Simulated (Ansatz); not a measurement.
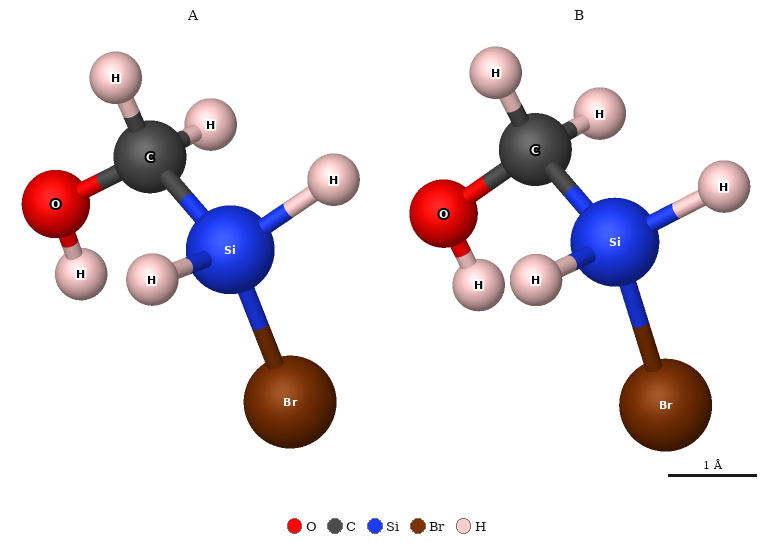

Two geometries of CH$_{5}$BrOSi (coarse preliminary run), drawn at one scale. One is the start of a relaxation, the other its converged end. The picture is a ball-and-stick view, seen from a free direction.

All numbers below come from RKS PBE-D4/def2-SVP in Ansatz. (force threshold 0.03 eV/Å; at most 200 steps)

Q: Which of the two is the end point?

A: Structure B is the relaxed one. The start comes from a force field. The largest move after the best rigid fit is that of an H atom, 0.27 Å. Largest moves by element: H 0.27 Å, Br 0.17 Å, O 0.11 Å, C 0.09 Å, Si 0.09 Å. Among the contacts that change: Br–Si 2.130 → 2.262 Å, C–O 1.372 → 1.418 Å, H–O 1.016 → 0.979 Å, H–Si 1.530 → 1.500 Å. Among the angles between lasting bonds that change: O–C–Si 118.5° → 110.9°, O–C–H 107.1° → 113.4°, C–Si–H 107.8° → 114.0°. Over 5 geometry steps the energy falls by 7.50 kcal/mol. The largest force component goes from 2.7 to 0.023 eV/Å.
